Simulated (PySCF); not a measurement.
**Run report: C₄H₈AlBF₂, NMR shielding calculation**

The run: NMR shielding calculation of C₄H₈AlBF₂. Method and program: GIAO PBE0/pcSseg-1 NMR shielding, non-relativistic, gas phase (PySCF 2.14.0).

The geometry comes from this level: GFN2-xTB. It belongs to a series of runs on one base structure; here: H on C replaced by BF2. Figures and captions count atoms from 1; the log counts them from 0 in places.

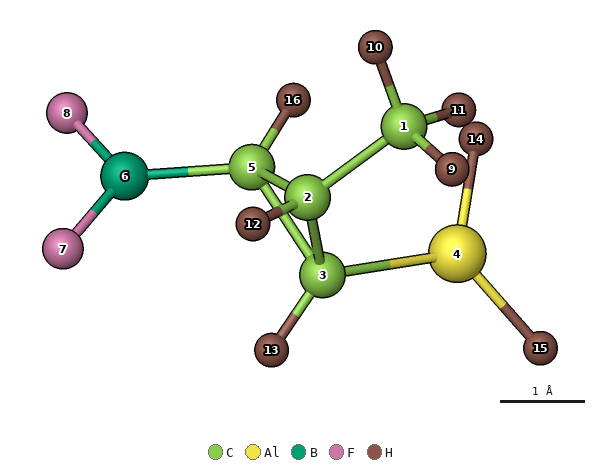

The input geometry (ball-and-stick view, seen at an oblique angle; atoms are numbered from 1 in the order of the input). Sticks mark near contacts. Bond lengths as drawn: Al–C 1.99 Å, Al–H 1.54 to 1.55 Å, B–C 1.54 Å, B–F 1.32 Å, C–C 1.50 to 1.55 Å and C–H 1.09 to 1.10 Å.

### Results in brief

- outcome: converged
- total energy: −623.718075 hartree
- HOMO: −7.84 eV
- LUMO: −1.63 eV
- dipole moment: 2.11 D
- isotropic shielding, C: 157.6 to 173.9 ppm
- isotropic shielding, Al: 274.6 ppm
- isotropic shielding, B: 71.6 ppm
- isotropic shielding, F: 241.3 to 267.8 ppm
- isotropic shielding, H: 26.1 to 31.6 ppm
- hardware: 1 CPU thread, shared host
- wall time: 27 s
- peak memory: 0.83 GiB

### Input file
```
{"job": {"kind": "nmr", "xc": "PBE0", "basis": "pcSseg-1"}, "charge": 0, "multiplicity": 1}
C     -0.294093     1.471567     1.123612
C     -0.569754     0.037132     0.759359
C      0.556266    -0.828438     0.291185
Al     2.251065     0.081076    -0.217426
C     -0.526980    -0.328745    -0.704603
B     -1.524783    -1.333410    -1.308464
F     -2.071684    -2.314193    -0.607033
F     -1.909916    -1.305776    -2.573777
H     -0.058271     1.556694     2.183284
H     -1.153165     2.104624     0.907478
H      0.565872     1.834716     0.546458
H     -1.351254    -0.430048     1.350056
H      0.437712    -1.881030     0.552687
H      2.213592     1.159764    -1.334214
H      3.624689    -0.299619     0.375570
H     -0.196894     0.484631    -1.355583
```

The first line tells a small driver script what to run in PySCF; the rest is the geometry in Å.

Launch command:
```bash
OMP_NUM_THREADS=1 python <driver script> task.json out
```

### Log
```
coarse grid: 14192 points
cycle   1  E = -623.5788621319  dE =  8.757e-01  |g| = 6.715e-01  |ddm| = 3.532e+00
cycle   2  E = -623.5344062813  dE =  4.446e-02  |g| = 8.900e-01  |ddm| = 9.309e-01
cycle   3  E = -623.6629065428  dE = -1.285e-01  |g| = 5.550e-02  |ddm| = 5.254e-01
cycle   4  E = -623.6634182503  dE = -5.117e-04  |g| = 2.940e-02  |ddm| = 7.565e-02
cycle   5  E = -623.6636127491  dE = -1.945e-04  |g| = 5.863e-03  |ddm| = 2.788e-02
cycle   6  E = -623.6636201247  dE = -7.376e-06  |g| = 1.600e-03  |ddm| = 7.074e-03
final grid: 134120 points
cycle   7  E = -623.7180600686  dE = -6.278e-05  |g| = 7.670e-03  |ddm| = 3.321e-02
cycle   8  E = -623.7180506722  dE =  9.396e-06  |g| = 9.762e-03  |ddm| = 1.555e-02
cycle   9  E = -623.7180746041  dE = -2.393e-05  |g| = 6.944e-04  |ddm| = 9.209e-03
cycle  10  E = -623.7180746888  dE = -8.476e-08  |g| = 2.789e-04  |ddm| = 8.321e-04
cycle  11  E = -623.7180747038  dE = -1.494e-08  |g| = 5.349e-05  |ddm| = 2.245e-04
cycle  12  E = -623.7180747043  dE = -5.336e-10  |g| = 1.607e-05  |ddm| = 5.823e-05
```

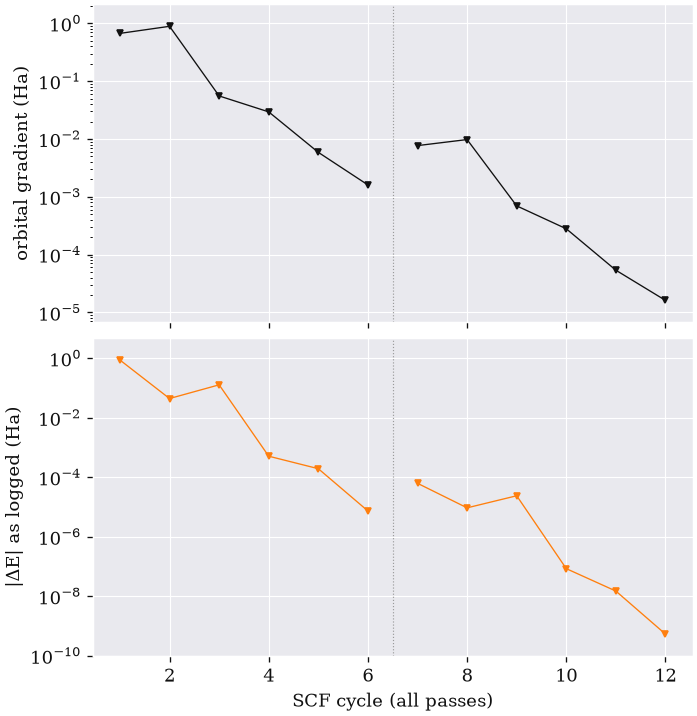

Convergence of the self-consistent field: orbital gradient and size of the energy change against the SCF cycle. The dotted line marks the change from a coarse to the final integration grid. The first 6 cycles use a coarse grid, the final grid takes over at cycle 7, and the field converges after 12 cycles in all.

```
converged SCF energy = -623.7180747043

GIAO shielding tensors (ppm)
atom      isotropic    diamagn.    paramagn.     s11        s22        s33       span
  0 C      157.636     247.173     -89.537    132.364    155.334    185.210     52.846
  1 C      162.527     251.150     -88.624    137.757    153.981    195.842     58.084
  2 C      166.752     253.267     -86.515    124.156    164.268    211.832     87.676
  3 Al     274.570     794.999    -520.429    207.274    261.081    355.356    148.082
  4 C      173.891     258.589     -84.698    135.167    166.615    219.889     84.722
  5 B       71.637     193.380    -121.743     37.202     80.268     97.441     60.239
  6 F      267.785     469.802    -202.016    103.869    312.693    386.794    282.925
  7 F      241.270     466.894    -225.625     61.396    298.621    363.792    302.397
  8 H       29.621      29.164       0.457     25.525     26.853     36.486     10.961
  9 H       29.721      29.234       0.486     25.008     27.051     37.102     12.094
 10 H       31.617      31.432       0.185     25.933     31.253     37.664     11.730
 11 H       30.144      32.535      -2.391     23.537     28.350     38.545     15.008
 12 H       31.258      32.322      -1.064     25.055     28.222     40.499     15.444
 13 H       26.422      29.201      -2.778     23.985     25.123     30.159      6.174
 14 H       26.126      28.635      -2.509     23.343     23.730     31.306      7.964
 15 H       31.138      34.049      -2.911     24.278     29.334     39.802     15.523
```

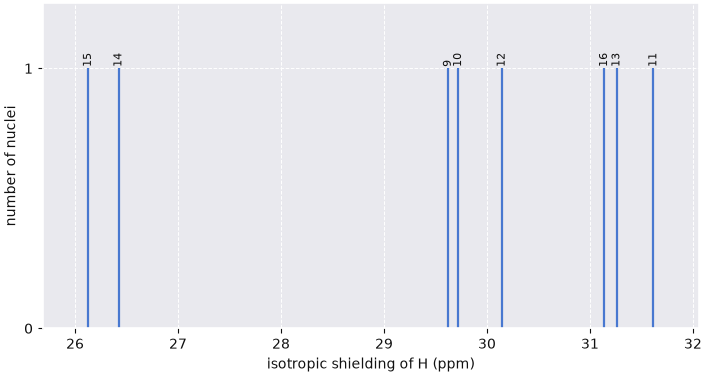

Isotropic shieldings of the hydrogen nuclei in this fixed geometry, labelled by atom number; shielding grows to the right, so chemical shift grows to the left. The least shielded is H15 (26.1 ppm), the most shielded H11 (31.6 ppm).

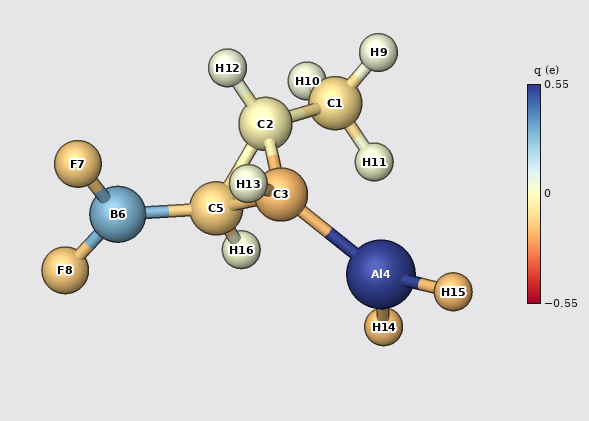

Hirshfeld charges, as the colour of each atom (ball-and-stick view, seen at a tilt; atoms are numbered from 1 in the order of the input). By element: C −0.18 to −0.03, Al +0.52, B +0.30, F −0.15 to −0.14 and H −0.17 to +0.05 e.
